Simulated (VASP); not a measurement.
Band structure of CdS (wurtzite). Computed with PBE GGA with D3 dispersion (Becke-Johnson damping), VASP's PBE PAW potentials (set 64) (plane waves; VASP).

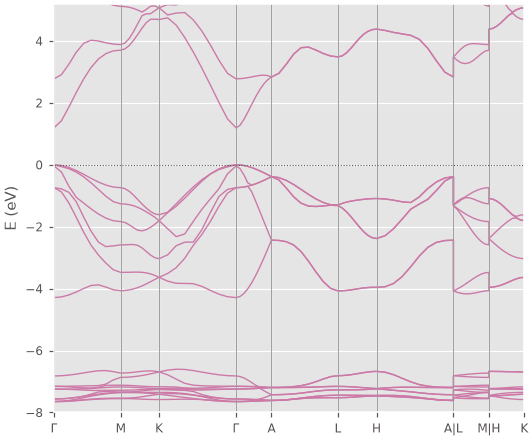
Figure: Bands along high-symmetry lines, zero at the valence-band maximum or, without a gap, the Fermi level

Q: Read the plot: is there a gap, and where are the band edges?

A: The gap is direct, 1.19 eV, from the valence maximum at Γ to the conduction minimum at Γ. (Edges off the drawn lines would not show.)

Measured: gap 2.64 eV at 0 K (computed value off by -1.45 eV), as given by X. Ren et al., All-electron periodic G0W0 implementation with numerical atomic orbital basis functions: algorithm and benchmarks (2021), arXiv:2011.01400 [zero-point renormalisation of 0.068 eV removed from the gap extrapolated to 0 K (as printed)].

The compound is CdS in the wurtzite structure. It was relaxed first.
